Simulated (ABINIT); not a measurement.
## Quasiparticle gap of SiC (F-43m) in ABINIT

Aim: the G0W0 gap of SiC (F-43m) on PBE, step by step.

Calculated with ABINIT 10.8.3; PBE and many-body steps on it, plane waves.

**Experimental background.**

- Gap 2.4 eV: Tauc optical (indirect) gap of annealed polycrystalline 3C-SiC; UV-VIS spectroscopic ellipsometry, Tauc analysis; film (CVD ultrathin polycrystalline film, annealed, about 5 nm grains) (“On-Demand CMOS-Compatible Fabrication of Ultrathin Self-Aligned SiC Nanowire Arrays”, 2018, pmc:6267454).

- Gap 2.39 eV: band gap at cryogenic temperature; bulk crystal (literature value) (quoted in “Silicon carbide diodes for neutron detection”, 2020, arxiv:2009.14696).

## 1. The starting structure

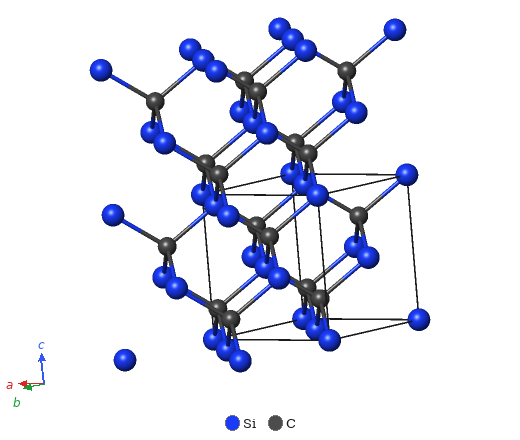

The starting structure, seen from a free direction (silicon blue, carbon dark grey). 1×2×2 cells are drawn. This picture shows the conventional cell, with its axes. Bonds to atoms that aren't drawn are left out. Some periodic images of atoms are drawn too.

The cell and positions come from the Crystallography Open Database and are kept as given unless a step says otherwise.

## 2. Ground state

This step: ABINIT 10.8.3; DFT, PBE, plane waves, norm-conserving pseudopotentials.

The ground-state density comes first.

Contents of run.abi:

```
acell 3*1.0 Angstrom
rprim 
  -0.000000000000 2.179000000000 2.179000000000
  2.179000000000 -0.000000000000 2.179000000000
  2.179000000000 2.179000000000 -0.000000000000
ntypat 2
znucl 14 6
natom 2
typat 1 2
xred 
  0.000000000000 0.000000000000 0.000000000000
  0.250000000000 0.250000000000 0.250000000000
pp_dirpath "pseudos"
pseudos "Si.upf, C.upf"
ecut 37
ngkpt 8 8 8
nshiftk 1
shiftk 0 0 0
kptopt 1
chksymbreak 0
nband 9
occopt 1
tolvrs 1e-10
nstep 60
prtwf 0
indata_prefix "in"
outdata_prefix "out"
tmpdata_prefix "tmp"
```

Started as:

```console
> OMP_NUM_THREADS=1 mpirun -n 4 abinit run.abi > log
```

Numbers of over 12 decimals in the logs are rounded to 6 here.

The log of the run:

```text
.Version 10.8.3 of ABINIT. v10.8.2 released Aug 2026.

 Symmetries : space group F-4 3 m (#216); Bravais cF (face-center cubic)
================================================================================
 Values of the parameters that define the memory need of the present run
     intxc =       0    ionmov =       0      iscf =       7    lmnmax =       6
     lnmax =       6     mgfft =      32  mpssoang =       3    mqgrid =    3001
     natom =       2  nloc_mem =       1    nspden =       1   nspinor =       1
    nsppol =       1      nsym =      24    n1xccc =    2501    ntypat =       2
    occopt =       1   xclevel =       2
-    mband =           9        mffmem =           1         mkmem =           8
       mpw =        1514          nfft =       32768          nkpt =          29
================================================================================
  Rough estimation (10% accuracy) of disk space for files :
================================================================================

--------------------------------------------------------------------------------
------------- Echo of variables that govern the present computation ------------
--------------------------------------------------------------------------------
 -outvars: echo values of preprocessed input variables --------
            acell      1.8897261259E+00  1.8897261259E+00  1.8897261259E+00 Bohr

      chksymbreak           0
             ecut      3.70000000E+01 Hartree
-          fftalg         312

              ixc     -101130
              kpt      0.00000000E+00  0.00000000E+00  0.00000000E+00
                       1.25000000E-01  0.00000000E+00  0.00000000E+00
                       2.50000000E-01  0.00000000E+00  0.00000000E+00
                       3.75000000E-01  0.00000000E+00  0.00000000E+00
                       5.00000000E-01  0.00000000E+00  0.00000000E+00
                       1.25000000E-01  1.25000000E-01  0.00000000E+00
                       2.50000000E-01  1.25000000E-01  0.00000000E+00
                       3.75000000E-01  1.25000000E-01  0.00000000E+00
                       5.00000000E-01  1.25000000E-01  0.00000000E+00
   [... 18 further rows ...]
                      -3.75000000E-01  5.00000000E-01  1.25000000E-01
                      -2.50000000E-01  5.00000000E-01  2.50000000E-01
         kptrlatt        8    0    0      0    8    0      0    0    8
          kptrlen      4.65866071E+01
P           mkmem           8
            natom           2
            nband           9
            ngfft          32      32      32
             nkpt          29
            nstep          60
             nsym          24
           ntypat           2
              occ      2.000000  2.000000  2.000000  2.000000  0.000000  0.000000
[...]
prtwf           0
            rprim     -0.0000000000E+00  2.1790000000E+00  2.1790000000E+00
[...]
spgroup         216

           tolvrs      1.00000000E-10

             xred      0.0000000000E+00  0.0000000000E+00  0.0000000000E+00
[...]
znucl       14.00000    6.00000

================================================================================

 chkinp: Checking input parameters for consistency.

================================================================================
== DATASET  1 ==================================================================
-   mpi_nproc: 4, omp_nthreads: 1 (-1 if OMP is not activated)

--- !DatasetInfo
iteration_state: {dtset: 1, }
dimensions: {natom: 2, nkpt: 29, mband: 9, nsppol: 1, nspinor: 1, nspden: 1, mpw: 1514, }
cutoff_energies: {ecut:  37.0, pawecutdg:  -1.0, }
electrons: {nelect:   8.00000000E+00, charge:   0.00000000E+00, occopt:   1.00000000E+00, tsmear:   1.00000000E-02, }

 Real(R)+Recip(G) space primitive vectors, cartesian coordinates (Bohr,Bohr^-1):
 R(1)=  0.0000000  4.1177132  4.1177132  G(1)= -0.1214266  0.1214266  0.1214266
 R(2)=  4.1177132  0.0000000  4.1177132  G(2)=  0.1214266 -0.1214266  0.1214266
 R(3)=  4.1177132  4.1177132  0.0000000  G(3)=  0.1214266  0.1214266 -0.1214266
 Unit cell volume ucvol=  1.3963629E+02 bohr^3
 Angles (23,13,12)=  6.00000000E+01  6.00000000E+01  6.00000000E+01 degrees

 getcut: wavevector=  0.0000  0.0000  0.0000  ngfft=  32  32  32
         ecut(hartree)=     37.000   => boxcut(ratio)=   2.00684

--- Pseudopotential description ------------------------------------------------
- Si Generated using ONCVPSP code by D. R. Hamann
- 14.00000   4.00000  171031                  znucl, zion, pspdat
12 -101130 2 -1 1510                          pspcod,pspxc,lmax,lloc,mmax
     nproj     2     2     2
  pspatm : epsatm=    9.34321561
         --- l  ekb(1:nproj) -->
[...]
pspatm: atomic psp has been read  and splines computed

- C Generated using ONCVPSP code by D. R. Hamann
-  6.00000   4.00000  171031                  znucl, zion, pspdat
12 -101130 1 -1 1248                          pspcod,pspxc,lmax,lloc,mmax
     nproj     2     2     0
  pspatm : epsatm=    4.31346680
         --- l  ekb(1:nproj) -->
[...]
1   -4.199961   -0.877517
 pspatm: atomic psp has been read  and splines computed

   1.09253459E+02                                ecore*ucvol(ha*bohr**3)
--------------------------------------------------------------------------------

_setup2: Arith. and geom. avg. npw (full set) are    1500.803    1500.779

================================================================================

--- !BeginCycle
iteration_state: {dtset: 1, }
solver: {iscf: 7, nstep: 60, nline: 4, wfoptalg: 0, }
tolerances: {tolvrs: 1.00E-10, }

     iter   Etot(hartree)      deltaE(h)  residm     vres2
 ETOT  1  -10.168909568532    -1.017E+01 1.492E-01 3.560E+02
 ETOT  2  -10.231491617092    -6.258E-02 4.611E-03 1.493E+02
 ETOT  3  -10.269767516249    -3.828E-02 1.428E-01 1.358E-01
 ETOT  4  -10.269786963279    -1.945E-05 4.462E-02 3.686E-03
 ETOT  5  -10.269787210627    -2.473E-07 7.191E-05 1.612E-04
 ETOT  6  -10.269787226935    -1.631E-08 1.202E-03 9.974E-07
 ETOT  7  -10.269787227057    -1.217E-10 5.882E-03 9.720E-09
 ETOT  8  -10.269787227058    -9.184E-13 2.099E-03 2.203E-10
 ETOT  9  -10.269787227058    -6.217E-14 3.861E-03 3.480E-12

 At SCF step    9       vres2   =  3.48E-12 < tolvrs=  1.00E-10 =>converged.

 Cartesian components of stress tensor (hartree/bohr^3)
  sigma(1 1)= -1.01662560E-04  sigma(3 2)=  0.00000000E+00
  sigma(2 2)= -1.01662560E-04  sigma(3 1)=  0.00000000E+00
  sigma(3 3)= -1.01662560E-04  sigma(2 1)=  0.00000000E+00

--- !ResultsGS
iteration_state: {dtset: 1, }
comment   : Summary of ground state results
lattice_vectors:
- [ -0.0000000,   4.1177132,   4.1177132, ]
- [  4.1177132,  -0.0000000,   4.1177132, ]
- [  4.1177132,   4.1177132,  -0.0000000, ]
lattice_lengths: [   5.82333,    5.82333,    5.82333, ]
lattice_angles: [ 60.000,  60.000,  60.000, ] # degrees, (23, 13, 12)
lattice_volume:   1.3963629E+02
convergence: {deltae: -6.217E-14, res2:  3.480E-12, residm:  3.861E-03, diffor: null, }
etotal    :  -1.02697872E+01
entropy   :   0.00000000E+00
fermie    :   2.51183540E-01
cartesian_stress_tensor: # hartree/bohr^3
- [ -1.01662560E-04,   0.00000000E+00,   0.00000000E+00, ]
- [  0.00000000E+00,  -1.01662560E-04,   0.00000000E+00, ]
- [  0.00000000E+00,   0.00000000E+00,  -1.01662560E-04, ]
pressure_GPa:   2.9910E+00
xred      :
- [  0.0000E+00,   0.0000E+00,   0.0000E+00, Si]
- [  2.5000E-01,   2.5000E-01,   2.5000E-01,  C]
cartesian_forces: # hartree/bohr
- [ -5.74732281E-31,  -5.74732281E-31,   1.72419684E-30, ]
- [  5.74732281E-31,   5.74732281E-31,  -1.72419684E-30, ]
force_length_stats: {min:   1.90617133E-30, max:   1.90617133E-30, mean:   1.90617133E-30, }

 Integrated electronic density in atomic spheres:
 ------------------------------------------------
 Atom  Sphere_radius  Integrated_density
    1        2.00000          1.92719290
    2        2.00000          4.23371404
================================================================================

 ----iterations are completed or convergence reached----

 Mean square residual over all n,k,spin=   14.795E-06; max=  38.608E-04
 reduced coordinates (array xred) for    2 atoms
       0.000000000000      0.000000000000      0.000000000000
       0.250000000000      0.250000000000      0.250000000000
 rms dE/dt=  5.9963E-30; max dE/dt=  8.4145E-30; dE/dt below (all hartree)
    1      -0.000000000000     -0.000000000000      0.000000000000
    2       0.000000000000      0.000000000000     -0.000000000000

 cartesian coordinates (angstrom) at end:
    1      0.000000     0.000000     0.000000
    2      1.089500     1.089500     1.089500

 cartesian forces (hartree/bohr) at end:
    1     -0.000000    -0.000000     0.000000
    2      0.000000     0.000000    -0.000000
 frms,max,avg= 1.1005285E-30 1.7241968E-30   0.000E+00  0.000E+00  0.000E+00 h/b

 cartesian forces (eV/Angstrom) at end:
    1     -0.000000    -0.000000     0.000000
    2      0.000000     0.000000    -0.000000
 frms,max,avg= 5.6591452E-29 8.8661766E-29   0.000E+00  0.000E+00  0.000E+00 e/A
 length scales=  1.889726125908  1.889726125908  1.889726125908 bohr
              =  1.000000000000  1.000000000000  1.000000000000 angstroms
 prteigrs : about to open file out_EIG
 Fermi (or HOMO) energy (hartree) =   0.25118   Average Vxc (hartree)=  -0.41495
 Eigenvalues (hartree) for nkpt=  29  k points:
 kpt#   1, nband=  9, wtk=  0.00195, kpt=  0.0000  0.0000  0.0000 (reduced coord)
  -0.31511    0.25118    0.25118    0.25118    0.47989    0.51987    0.51987    0.51987
   0.78510
 prteigrs : prtvol=0 or 1, do not print more k-points.

--- !EnergyTerms
iteration_state     : {dtset: 1, }
comment             : Components of total free energy in Hartree
kinetic             :  5.89032805913901E+00
hartree             :  1.16700143504615E+00
xc                  : -3.77898474893224E+00
Ewald energy        : -1.04656108775139E+01
psp_core            :  7.82414532507906E-01
local_psp           : -4.12559242220303E+00
non_local_psp       :  2.60656794897942E-01
total_energy        : -1.02697872270581E+01
total_energy_eV     : -2.79455146899521E+02
band_energy         :  2.75566795094544E-01

 Cartesian components of stress tensor (hartree/bohr^3)
  sigma(1 1)= -1.01662560E-04  sigma(3 2)=  0.00000000E+00
  sigma(2 2)= -1.01662560E-04  sigma(3 1)=  0.00000000E+00
  sigma(3 3)= -1.01662560E-04  sigma(2 1)=  0.00000000E+00

-Cartesian components of stress tensor (GPa)         [Pressure=  2.9910E+00 GPa]
- sigma(1 1)= -2.99101576E+00  sigma(3 2)=  0.00000000E+00
- sigma(2 2)= -2.99101576E+00  sigma(3 1)=  0.00000000E+00
- sigma(3 3)= -2.99101576E+00  sigma(2 1)=  0.00000000E+00

== END DATASET(S) ==============================================================
================================================================================

 -outvars: echo values of variables after computation  --------
           etotal     -1.0269787227E+01
            nband           9
             nkpt          29
          spgroup         216
 [... the other variables as echoed above ...]

 Calculation completed.
```

Run time: 4.2 s. Hardware: 4 MPI ranks of Arm Neoverse V1, shared host; peak memory 0.26 GiB; 16 s of CPU time.

This step gave:

| Quantity | Value |
| --- | --- |
| total energy | -279.4551 eV |
| gap | 1.361 eV |
| k of the valence top | 0, 0, 0 |
| k of the conduction bottom | 0.5, 0.5, 0 |
| least direct gap | 4.553 eV |
| pressure | 2.991 GPa |

The gap is indirect, with the least direct gap 3.19 eV higher.

The cutoff was set for levels, not for stress, so the pressure can be off by some GPa.

(Continued in part 2 of 3.)

[Paths, hosts, dates, memory and timing lines, banners, echoed tables and standing remarks are left out of the program output.]

[Logs are printed without paths, hosts, clocks, repeated set-up lines and the standing remarks that a program may print on its own settings, such as how far it seeks lower states.]

[Runs of the session that timed out or met a known fault of the program may be left out.]

[Hosts, paths, dates, database ids (printed as entryN), source tags and the programs' standing remarks are cut or masked in the printed files.]

[G0W0 gaps are taken among the corrected bands and points alone; a level outside them can change the order at an edge.]

[Where Ansatz stands beside ABINIT at settings called matched, ABINIT's density can come from a denser mesh and the files from another edition; pairs whose starting gaps differed by over 0.03 eV were left out, so agreement reads better than it is.]
